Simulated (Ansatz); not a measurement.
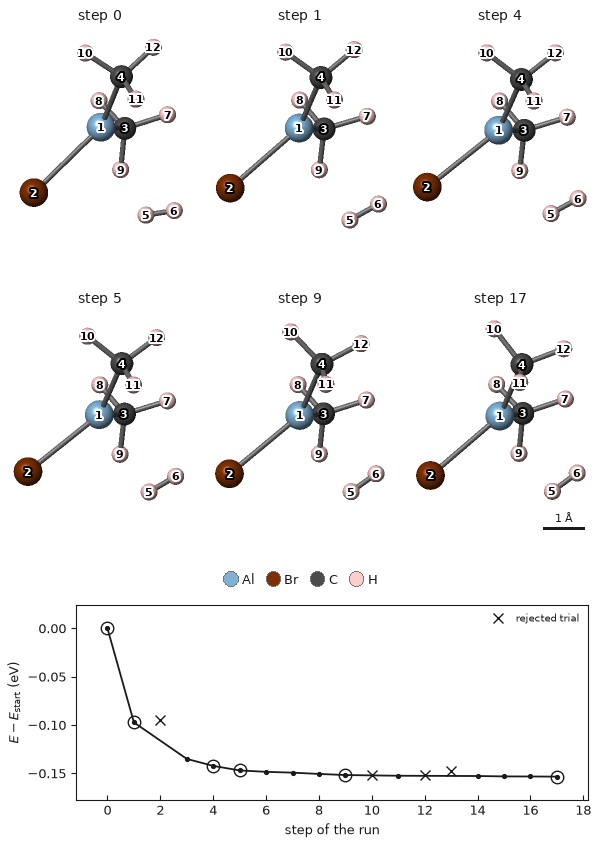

Frames of a relaxation of C$_{2}$H$_{8}$AlBr, marked on the history of the run. A ball-and-stick model, seen from a free direction.

The run prepares an end point of a later path (reaction) calculation, from a guessed geometry.

Level of theory: Ansatz, RKS PBE/def2-SVP. (no spin polarisation; force threshold 0.03 eV/Å; at most 50 steps)

Describe the path.

H12 moves most after the best rigid fit: 0.54 Å. Largest moves by element: H 0.54 Å, Al 0.16 Å, C 0.12 Å, Br 0.09 Å. Some distances before and after: Al1–Br2 2.384 → 2.308 Å, H5–H6 0.709 → 0.774 Å, Al1–C4 1.955 → 1.961 Å, Al1–C3 1.955 → 1.961 Å. Among the angles between lasting bonds that change: C3–Al1–C4 128.9° → 125.5°. Groups turn about Al1–C4 by about 25°. Over 13 accepted moves (17 points after the start) the energy falls by 0.153 eV. Largest force component: 2.1 eV/Å at the start, 0.022 eV/Å at the end. The line search rejected the trial steps at points 2, 10, 12, 13 of the run. The forces were under the threshold at step 14, but the run went on from there. From step 0 to 1: H6 moves most (0.19 Å), energy −0.097 eV. From step 1 to 4: H5 moves most (0.16 Å), energy −0.045 eV. From step 4 to 5: H6 moves most (0.15 Å), energy −0.005 eV. From step 5 to 9: H12 moves most (0.20 Å), energy −0.005 eV. From step 9 to 17: H atoms move most (0.16 Å), energy −0.002 eV.

| step | E − E(0), eV | largest force component, eV/Å | note |
| --- | --- | --- | --- |
| 0 | 0.0000 | 2.0998 |  |
| 1 | -0.0972 | 1.2230 |  |
| 2 | -0.0947 | 0.9876 | rejected |
| 3 | -0.1350 | 0.2735 |  |
| 4 | -0.1422 | 0.0408 |  |
| 5 | -0.1469 | 0.0810 |  |
| 6 | -0.1484 | 0.0450 |  |
| 7 | -0.1492 | 0.1401 |  |
| 8 | -0.1505 | 0.0818 |  |
| 9 | -0.1517 | 0.0543 |  |
| 10 | -0.1516 | 0.1868 | rejected |
| 11 | -0.1524 | 0.0344 |  |
| 12 | -0.1512 | 0.1790 | rejected |
| 13 | -0.1476 | 0.2039 | rejected |
| 14 | -0.1527 | 0.0298 |  |
| 15 | -0.1531 | 0.0223 |  |
| 16 | -0.1532 | 0.0546 |  |
| 17 | -0.1533 | 0.0221 |  |

Limits of the set-up: the start holds two separate molecules, 2.5 Å apart at their closest, whose relative position is a soft coordinate and is computed without a dispersion correction.
